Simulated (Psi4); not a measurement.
**One shape, several levels: triplet BH2Cl**

Wanted: a comparison of 3 runs (U-wB97X-V/def2-TZVP, UTPSSh/def2-TZVP, UMP3/def2-TZVP) of triplet BH2Cl. 

The results are computed with Psi4 1.11.

2 further runs of the same task are left out: 2 set aside as unsound or not needed.

## (1) The system as given

BH2Cl has 4 atoms, charge 0, and is taken as a triplet. SMILES of the parent species: `BCl`. Geometry: relaxed at PBE0-D4/def2-TZVP. That shape belongs to the parent species and isn't relaxed for this state.

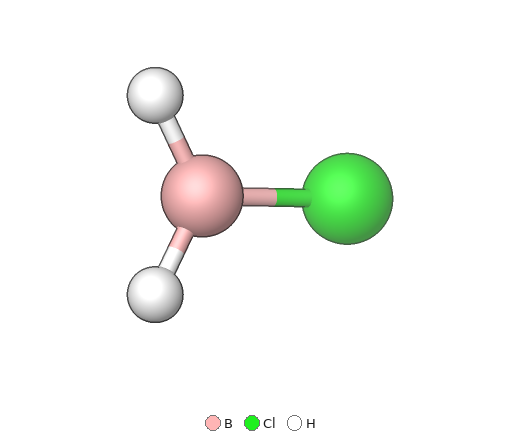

Viewed from a chosen angle; boron pink, chlorine green, hydrogen white.

## (2) A single-point energy at U-wB97X-V/def2-TZVP (run 1)

File calc.in:

```
memory 1.6 GB

molecule m {
  0 3
  B     -0.116700     0.021700    -0.075300
  Cl     1.365000    -0.395300     0.721200
  H     -1.106200    -0.559500     0.240400
  H     -0.086600     0.872800    -0.906600
  units angstrom
  symmetry c1
  no_reorient
  no_com
}

set reference uks
set puream true
set e_convergence 1e-09
set d_convergence 1e-08
set scf_type pk
set dft_radial_points 99
set dft_spherical_points 590
set maxiter 200

energy('wb97x-v/def2-TZVP')
```

On the command line:

```console
$ psi4 -i calc.in -o calc.out -n 1
```

calc.out:

```text
[...]
  Running in c1 symmetry.
[...]
  Nuclear repulsion =   37.783015982108239
[...]
  Multiplicity = 3
[...]
  Nalpha       = 13
  Nbeta        = 11
[...]
    Number of basis functions: 80
[...]
   @UKS iter   1:  -485.97403825812813   -2.68997e-01   3.93014e-03 ADIIS/DIIS
[...]
   @UKS iter  13:  -486.03064948582784   -1.42109e-12   2.34364e-09 DIIS
[...]
   @S^2 Observed:                2.007317176E+00
[...]
    Orbital Energies [Eh]
    ---------------------
    Alpha Occupied:
       1A   -101.585321     2A     -9.623188     3A     -7.380009
       4A     -7.372117     5A     -7.368266     6A     -6.853162
       7A     -1.022724     8A     -0.672310     9A     -0.558987
      10A     -0.530477    11A     -0.504856    12A     -0.461961
      13A     -0.236854
    Alpha Virtual:
      14A      0.126025    15A      0.135012    16A      0.162060
      17A      0.184132    18A      0.205051    19A      0.237204
      20A      0.249676    21A      0.342320    22A      0.363942
      23A      0.386600    24A      0.417084    25A      0.442940
[...]
  @UKS Final Energy:  -486.03064948582784
   => Energetics <=
    Nuclear Repulsion Energy =             37.7830159821082390
    One-Electron Energy =                -743.6398961468225934
    Two-Electron Energy =                 244.2117616206457740
    DFT Exchange-Correlation Energy =     -24.4850396018508647
    Empirical Dispersion Energy =           0.0000000000000000
    VV10 Nonlocal Energy =                  0.0995086600915880
    Total Energy =                       -486.0306494858277802
[...]
 Multipole Moments:
 ------------------------------------------------------------------------------------
     Multipole            Electronic (a.u.)      Nuclear  (a.u.)        Total (a.u.)
 ------------------------------------------------------------------------------------
 L = 1.  Multiply by 2.5417464519 to convert [e a0] to [Debye]
 Dipole X            :        -40.2269632           40.4943742            0.2674111
 Dipole Y            :         11.8267482          -11.9020621           -0.0753139
 Dipole Z            :        -21.0545636           21.1983808            0.1438172
 Magnitude           :                                                    0.3128326
[...]
```

Wall time 35 s (1 thread of Intel Xeon 6975P-C (Granite Rapids), shared host); peak memory 0.8 GiB.

## (3) The energy at UTPSSh/def2-TZVP (run 2)

File job.inp:

```
memory 1600 mb

molecule mol {
  0 3
  B     -0.116700     0.021700    -0.075300
  Cl     1.365000    -0.395300     0.721200
  H     -1.106200    -0.559500     0.240400
  H     -0.086600     0.872800    -0.906600
  units angstrom
  symmetry c1
  no_reorient
  no_com
}

set basis def2-TZVP
set reference uks
set puream true
set e_convergence 1e-09
set d_convergence 1e-08
set scf_type pk
set dft_radial_points 99
set dft_spherical_points 590
set maxiter 200

E, wfn = energy('tpssh', return_wfn=True)
```

On the command line:

```console
$ psi4 -i job.inp -o job.out -n 1
```

job.out:

```text
[...]
  Running in c1 symmetry.
[...]
  Nuclear repulsion =   37.783015982108239
[...]
  Multiplicity = 3
[...]
  Nalpha       = 13
  Nbeta        = 11
[...]
    Number of basis functions: 80
[...]
   @UKS iter   1:  -485.90220145808195    3.46415e-02   7.43970e-03 DIIS/ADIIS
[...]
   @UKS iter  13:  -486.14569302079838   -6.82121e-13   1.98342e-09 DIIS
[...]
   @S^2 Observed:                2.005536850E+00
[...]
    Orbital Energies [Eh]
    ---------------------
    Alpha Occupied:
       1A   -101.439074     2A     -9.439015     3A     -7.188336
       4A     -7.180808     5A     -7.176702     6A     -6.705386
       7A     -0.868590     8A     -0.535480     9A     -0.433738
      10A     -0.410666    11A     -0.377514    12A     -0.347594
      13A     -0.138866
    Alpha Virtual:
      14A      0.047492    15A      0.054737    16A      0.094113
      17A      0.094174    18A      0.127525    19A      0.138810
      20A      0.151100    21A      0.247211    22A      0.266925
      23A      0.275890    24A      0.312562    25A      0.328780
[...]
  @UKS Final Energy:  -486.14569302079838
   => Energetics <=
    Nuclear Repulsion Energy =             37.7830159821082390
    One-Electron Energy =                -743.7582949479990475
    Two-Electron Energy =                 249.6431704973128092
    DFT Exchange-Correlation Energy =     -29.8135845522204619
    Empirical Dispersion Energy =           0.0000000000000000
    VV10 Nonlocal Energy =                  0.0000000000000000
    Total Energy =                       -486.1456930207984328
[...]
 Multipole Moments:
 ------------------------------------------------------------------------------------
     Multipole            Electronic (a.u.)      Nuclear  (a.u.)        Total (a.u.)
 ------------------------------------------------------------------------------------
 L = 1.  Multiply by 2.5417464519 to convert [e a0] to [Debye]
 Dipole X            :        -40.2484416           40.4943742            0.2459326
 Dipole Y            :         11.8327969          -11.9020621           -0.0692651
 Dipole Z            :        -21.0661141           21.1983808            0.1322667
 Magnitude           :                                                    0.2877064
[...]
```

It took 29 s on 1 thread of Intel Xeon 6975P-C (Granite Rapids), shared host; peak memory 0.88 GiB.

## (4) A single-point energy at UMP3/def2-TZVP (run 3)

File input.in:

```
memory 1600 MB

molecule molecule1 {
  0 3
  B     -0.22053104     0.04100706    -0.14229638
  Cl     2.57947616    -0.74700874     1.36287048
  H     -2.09041504    -1.05730177     0.45429016
  H     -0.16365028     1.64935296    -1.71322570
  units au
  symmetry c1
}

set globals {
  basis def2-TZVP
  reference uhf
  puream true
  e_convergence 1e-09
  d_convergence 1e-08
  scf_type pk
  num_frozen_docc 6
  maxiter 200
  mp_type conv
}

E = energy('mp3')
```

On the command line:

```console
$ psi4 -i input.in -o input.out -n 1
```

input.out:

```text
[...]
  Running in c1 symmetry.
[...]
  Nuclear repulsion =   37.783015980830257
[...]
  Multiplicity = 3
[...]
  Nalpha       = 13
  Nbeta        = 11
[...]
    Number of basis functions: 80
[...]
   @UHF iter   1:  -485.16646597604517   -3.30058e-01   2.54978e-03 DIIS/ADIIS
[...]
   @UHF iter  18:  -485.20123580446142   -3.58114e-12   6.64303e-09 DIIS
[...]
   @S^2 Observed:                2.020844349E+00
[...]
    Orbital Energies [Eh]
    ---------------------
    Alpha Occupied:
       1A   -104.955778     2A    -10.681179     3A     -8.164272
       4A     -8.144468     5A     -8.143161     6A     -7.583995
       7A     -1.229174     8A     -0.749199     9A     -0.649062
      10A     -0.588341    11A     -0.572901    12A     -0.493729
      13A     -0.243492
    Alpha Virtual:
      14A      0.137973    15A      0.160214    16A      0.175271
      17A      0.221475    18A      0.225538    19A      0.288577
      20A      0.304547    21A      0.385459    22A      0.396431
      23A      0.437320    24A      0.462794    25A      0.492385
[...]
  @UHF Final Energy:  -485.20123580446142
   => Energetics <=
    Nuclear Repulsion Energy =             37.7830159808302568
    One-Electron Energy =                -742.8453128605710845
    Two-Electron Energy =                 219.8610610752794514
    Total Energy =                       -485.2012358044614189
  UHF NO Occupations:
  HONO-2 :   11  A 1.9960136
  HONO-1 :   12  A 1.0000000
[...]
 Multipole Moments:
 ------------------------------------------------------------------------------------
     Multipole            Electronic (a.u.)      Nuclear  (a.u.)        Total (a.u.)
 ------------------------------------------------------------------------------------
 L = 1.  Multiply by 2.5417464519 to convert [e a0] to [Debye]
 Dipole X            :          3.1007837           -2.2620037            0.8387801
 Dipole Y            :         -0.8725626            0.6365030           -0.2360596
 Dipole Z            :          1.6667382           -1.2158337            0.4509046
 Magnitude           :                                                    0.9811172
[...]
	SCS-MP2 Total Energy (a.u.)        :  -485.47992339762118
	SOS-MP2 Total Energy (a.u.)        :  -485.47960110461270
[...]
	SOS-PI-MP2 Total Energy (a.u.)     :  -485.50101382000895
[...]
	MP2 Total Energy (a.u.)            :  -485.48056798363808
[...]
	SCS-MP3 Total Energy (a.u.)        :  -485.48833951335257
[...]
	MP3 Total Energy (a.u.)            :  -485.51423244656354
[...]
```

Run time: 9.6 s. Hardware: 1 thread of Intel Xeon 6975P-C (Granite Rapids), shared host; peak memory 0.56 GiB.

## (5) All runs side by side

| run | level | frozen core orbitals | integration grid | energy (Eh) | dipole moment (D) | HOMO energy (eV) | LUMO energy (eV) | wall time |
| --- | --- | --- | --- | --- | --- | --- | --- | --- |
| 1 | U-wB97X-V/def2-TZVP | 0 | 99 radial × 590 angular | -486.030649 | 0.80 | -6.45 | -4.69 | 35 s |
| 2 | UTPSSh/def2-TZVP | 0 | 99 radial × 590 angular | -486.145693 | 0.73 | -3.78 | – | 29 s |
| 3 | UMP3/def2-TZVP | 6 | – | -485.514232 | – | -6.63 | -2.87 | 9.6 s |

## (6) Results

| quantity | value |
| --- | --- |
| run 3: total energy | -485.51423 Eh |
| run 3: HOMO energy (Hartree–Fock orbitals) (highest over α and β) | -6.63 eV |
| run 3: LUMO energy (Hartree–Fock orbitals) (lowest over α and β) | -2.87 eV |
| run 3: correlation energy (6 core orbitals frozen) | -313.0 mEh |
| run 3: ⟨S²⟩ of the reference determinant | 2.021 |

**Reading.** Totals of different functionals can't be ranked against each other. All runs together took 73 s, the longest 35 s.
